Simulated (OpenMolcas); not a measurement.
# One shape, several levels: CH4BO (SMILES [BH]OC)

We compute a comparison of 6 runs (UHF/def2-TZVP, UB3LYP/6-31G*, U-revPBE/def2-TZVP, UB3LYP/def2-TZVP, UBHLYP/def2-TZVP, UM06-2X/def2-TZVP) of CH4BO. 

The calculation is run with OpenMolcas 26.06.

## Step 1: The molecule

The species is CH4BO (7 atoms), meant as a doublet with charge 0. SMILES: `[BH]OC`. One bond was lengthened or shortened from a relaxed shape.

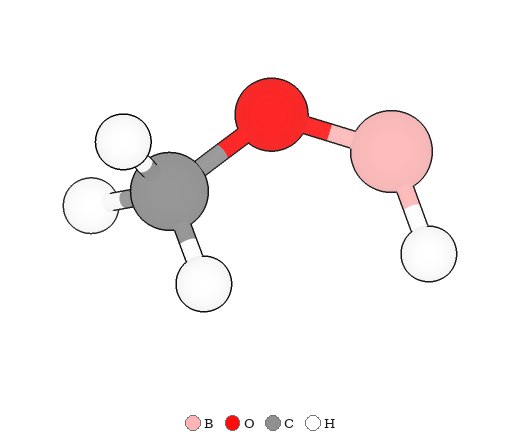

The structure, seen from a chosen angle (boron pink, oxygen red, carbon grey, hydrogen white).

## Step 2: The energy at UHF/def2-TZVP (run 1)

Contents of coord.xyz:

```xyz
7

B     -1.469133    -0.960978    -0.158152
O     -0.421933    -0.642378     0.579248
C      0.492667     0.403322     0.258648
H     -1.778033    -0.409478    -1.186852
H      0.208267     0.898722    -0.672852
H      0.493467     1.124022     1.077048
H      1.638900    -0.092800     0.145600
```

Contents of test.input:

```
&GATEWAY
 BasLib=$CurrDir
 Coord=coord.xyz
 Basis=def2-TZVP
 Group=NoSym

&SEWARD

&SCF
 UHF
 Spin=2
 Thresholds=1e-10 1e-07 1e-07 1e-05
 PrOrbitals=1 1
```

The basis set def2-TZVP is read from a file made from the Basis Set Exchange's data (not shown).

Command:

```console
$ export MOLCAS_MEM=1860
$ pymolcas test.input > test.log
```

Standard output:

```text
--- Start Module: gateway ---
[...]
--- Stop Module: gateway /rc=_RC_ALL_IS_WELL_ ---
--- Start Module: seward ---
[...]
      Basis functions          117
--- Stop Module: seward /rc=_RC_ALL_IS_WELL_ ---
[...]
--- Start Module: scf ---
[...]
       Convergence after  16 Iterations
[...]
::    Total SCF energy                               -139.7500399810
[...]
      Total spin, S                                     0.5022149782
[...]
      Total electronic charge=   23.000000
      Total            charge=   -0.000000
[...]
      Dipole Moment (debye):
      Origin of the operator (angstrom)=   -0.3821   -0.3365    0.2320
                   X=  1.2482E+00               Y=  1.7131E+00               Z= -5.8656E-01           Total=  2.1993E+00
      Quadrupole Moment (debye*angstrom):
[...]
--- Stop Module: scf /rc=_RC_ALL_IS_WELL_ ---
[...]
```

Wall time 17 s (1 thread of Arm Neoverse V2, shared host); peak memory 0.72 GiB.

## Step 3: The energy at UB3LYP/6-31G(d) (spherical functions) (run 2)

Contents of run.input:

```
&GATEWAY
 BasLib=$CurrDir
 Coord
 7
 angstrom
 B       -1.469133      -0.960978      -0.158152
 O       -0.421933      -0.642378       0.579248
 C        0.492667       0.403322       0.258648
 H       -1.778033      -0.409478      -1.186852
 H        0.208267       0.898722      -0.672852
 H        0.493467       1.124022       1.077048
 H        1.638900      -0.092800       0.145600
 Basis=6-31Gs
 Group=NoSym

&SEWARD
 GridInput
 Grid=UltraFine
 End of Grid

&SCF
 UHF
 Spin=2
 KSDFT=B3LYP
 Thresholds=1e-10 1e-07 1e-07 1e-05
 PrOrbitals=1 1
```

The basis set 6-31G* is read from a file made from the Basis Set Exchange's data (not shown).

Command:

```console
$ export MOLCAS_MEM=1860
$ pymolcas run.input > run.log
```

Standard output:

```text
--- Start Module: gateway ---
[...]
--- Stop Module: gateway /rc=_RC_ALL_IS_WELL_ ---
--- Start Module: seward ---
[...]
      Basis functions           50
--- Stop Module: seward /rc=_RC_ALL_IS_WELL_ ---
--- Start Module: scf ---
[...]
       Convergence after  14 Iterations
[...]
::    Total KS-DFT energy                            -140.5212348565
[...]
      Total spin, S                                     0.5008261629
[...]
      Total electronic charge=   23.000000
      Total            charge=   -0.000000
[...]
      Dipole Moment (debye):
      Origin of the operator (angstrom)=   -0.3821   -0.3365    0.2320
                   X=  1.3907E+00               Y=  1.6176E+00               Z= -3.3505E-01           Total=  2.1594E+00
      Quadrupole Moment (debye*angstrom):
[...]
--- Stop Module: scf /rc=_RC_ALL_IS_WELL_ ---
[...]
```

It took 16 s on 1 thread of Arm Neoverse V2, shared host; peak memory 0.38 GiB.

Run 3 isn't shown in full; the table further down has it.

## Step 4: The energy at UB3LYP/def2-TZVP (run 4)

Contents of calc.input:

```
>>> EXPORT MOLCAS_PRINT=2

&GATEWAY
 BASLIB=$CurrDir
 COORD
 7
 angstrom
 B       -1.469133      -0.960978      -0.158152
 O       -0.421933      -0.642378       0.579248
 C        0.492667       0.403322       0.258648
 H       -1.778033      -0.409478      -1.186852
 H        0.208267       0.898722      -0.672852
 H        0.493467       1.124022       1.077048
 H        1.638900      -0.092800       0.145600
 BASIS=def2-TZVP
 GROUP=NoSym

&SEWARD
 GRIDINPUT
 Grid=UltraFine
 End of Grid

&SCF
 UHF
 SPIN=2
 KSDFT=B3LYP
 THRESHOLDS=1e-10 1e-07 1e-07 1e-05
 PRORBITALS=0
```

The basis set def2-TZVP is read from a file made from the Basis Set Exchange's data (not shown).

Command:

```console
$ export MOLCAS_MEM=1860
$ pymolcas calc.input > calc.log
```

Standard output:

```text
--- Start Module: gateway ---
[...]
--- Stop Module: gateway /rc=_RC_ALL_IS_WELL_ ---
--- Start Module: seward ---
[...]
      Basis functions          117
--- Stop Module: seward /rc=_RC_ALL_IS_WELL_ ---
[...]
--- Start Module: scf ---
[...]
       Convergence after  15 Iterations
[...]
::    Total KS-DFT energy                            -140.5850814700
[...]
      Total spin, S                                     0.5010341463
[...]
      Total electronic charge=   23.000000
      Total            charge=   -0.000000
[...]
      Dipole Moment (debye):
      Origin of the operator (angstrom)=   -0.3821   -0.3365    0.2320
                   X=  1.4576E+00               Y=  1.7286E+00               Z= -4.2957E-01           Total=  2.3015E+00
      Quadrupole Moment (debye*angstrom):
[...]
--- Stop Module: scf /rc=_RC_ALL_IS_WELL_ ---
[...]
```

Run time: 63 s. Hardware: 1 thread of Arm Neoverse V2, shared host; peak memory 0.72 GiB.

Run 5 isn't shown in full; the table further down has it.

## Step 5: A single-point energy at UM06-2X/def2-TZVP (run 6)

Contents of mol.input:

```
>>> EXPORT MOLCAS_PRINT=2

&GATEWAY
 BasLib = $CurrDir
 Coord
 7
 angstrom
 B       -1.469133      -0.960978      -0.158152
 O       -0.421933      -0.642378       0.579248
 C        0.492667       0.403322       0.258648
 H       -1.778033      -0.409478      -1.186852
 H        0.208267       0.898722      -0.672852
 H        0.493467       1.124022       1.077048
 H        1.638900      -0.092800       0.145600
 Basis = def2-TZVP
 Group = NoSym

&SEWARD
 GridInput
 Grid=UltraFine
 End of Grid

&SCF
 UHF
 Spin = 2
 KSDFT = M062X
 Thresholds = 1e-10 1e-07 1e-07 1e-05
 PrOrbitals = 1
```

The basis set def2-TZVP is read from a file made from the Basis Set Exchange's data (not shown).

Command:

```console
$ export MOLCAS_MEM=1860
$ pymolcas mol.input > mol.log
```

Standard output:

```text
--- Start Module: gateway ---
[...]
--- Stop Module: gateway /rc=_RC_ALL_IS_WELL_ ---
--- Start Module: seward ---
[...]
      Basis functions          117
--- Stop Module: seward /rc=_RC_ALL_IS_WELL_ ---
[...]
--- Start Module: scf ---
[...]
       Convergence after  15 Iterations
[...]
::    Total KS-DFT energy                            -140.5145393012
[...]
      Total spin, S                                     0.5019764973
[...]
      Total electronic charge=   23.000000
      Total            charge=   -0.000000
[...]
      Dipole Moment (debye):
      Origin of the operator (angstrom)=   -0.3821   -0.3365    0.2320
                   X=  1.3837E+00               Y=  1.6991E+00               Z= -5.0327E-01           Total=  2.2483E+00
      Quadrupole Moment (debye*angstrom):
[...]
--- Stop Module: scf /rc=_RC_ALL_IS_WELL_ ---
[...]
```

It took 98 s on 1 thread of Arm Neoverse V2, shared host; peak memory 0.72 GiB.

## Step 6: Overview of the runs

```
run                                level  integration grid  energy (Eh)  dipole moment (D)  HOMO energy (eV)  LUMO energy (eV)  wall time
  1                        UHF/def2-TZVP                 –  -139.750040               2.20             -8.89              2.58       17 s
  2  UB3LYP/6-31G* (spherical functions)         UltraFine  -140.521235               2.16             -4.88             -0.76       16 s
  3                   U-revPBE/def2-TZVP         UltraFine  -140.532525               2.30             -4.26             -1.80       58 s
  4                     UB3LYP/def2-TZVP         UltraFine  -140.585081               2.30             -5.23             -1.43       63 s
  5                     UBHLYP/def2-TZVP         UltraFine  -140.499518               2.27             -6.61             -0.19       62 s
  6                    UM06-2X/def2-TZVP         UltraFine  -140.514539               2.25             -6.45             -1.37       98 s
```

## Step 7: Results

| quantity | value |
| --- | --- |
| run 6: total energy | -140.51454 Eh |
| run 6: dipole moment | 2.25 D |
| run 6: HOMO energy (highest over α and β) | -6.45 eV |
| run 6: LUMO energy (lowest over α and β) | -1.37 eV |
| run 6: ⟨S²⟩ | 0.754 |

The dipole moment (its size) runs from 2.16 D (UB3LYP/6-31G*) to 2.30 D (UB3LYP/def2-TZVP). Totals of different functionals can't be ranked against each other. All runs together took 5.3 min, the longest 98 s.
